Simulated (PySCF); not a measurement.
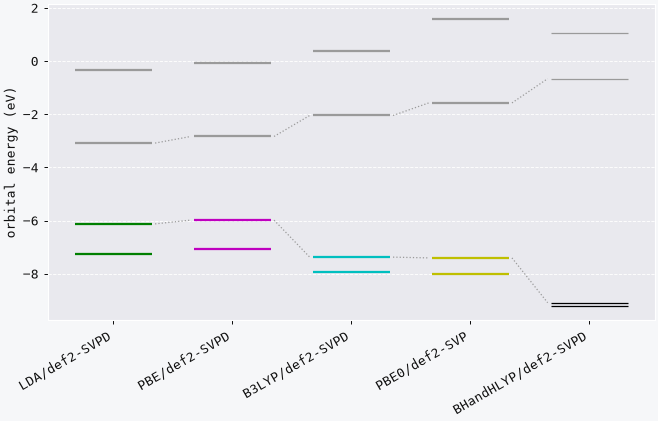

Frontier orbital energies of C₄H₆O (methacrolein), SMILES C=C(C)C=O at one geometry, PySCF, at a PBE0-D3(BJ)/def2-SVP geometry (no frequency check). Empty levels are grey, levels within 0.1 eV stand side by side; all columns show the same few orbitals around the gap. Dotted lines join the HOMOs and the LUMOs.

Q: Compare the HOMO-LUMO separations.

A: The separation grows from 3.04 eV (LDA/def2-SVPD) to 8.43 eV (BHandHLYP/def2-SVPD).

| level | HOMO (eV) | LUMO (eV) | separation (eV) |
| --- | --- | --- | --- |
| LDA/def2-SVPD | −6.12 | −3.08 | 3.04 |
| PBE/def2-SVPD | −5.98 | −2.83 | 3.15 |
| B3LYP/def2-SVPD | −7.37 | −2.04 | 5.33 |
| PBE0/def2-SVP | −7.40 | −1.57 | 5.83 |
| BHandHLYP/def2-SVPD | −9.09 | −0.66 | 8.43 |

Caveats, for all or some of the runs: empty levels above zero depend strongly on the basis; one conformer of a flexible molecule.
